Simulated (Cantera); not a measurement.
Charge: 1 mol n-butane, 0.52 mol H2, at 1 atm.

Equilibrium computed with Cantera from the NASA thermochemical tables; the gas is ideal and each condensed phase is pure. Candidate condensed phases: C, C6H6, C7H8, C8H18; 76 gas species. Equilibrium is a limit: real reactors are often held back by kinetics, nucleation or transport.

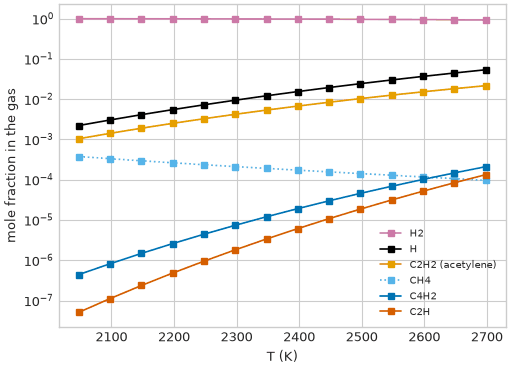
Figure: Equilibrium gas composition (values under 1e-9 drawn at 1e-9)

Q: Read off the mole fractions at 2048 K.

A: H2 about 1.00, H about 0.0022, C2H2 (acetylene) about 0.0010, CH4 about 0.00038, C4H2 about 4.4e-7, C2H about 5.1e-8.
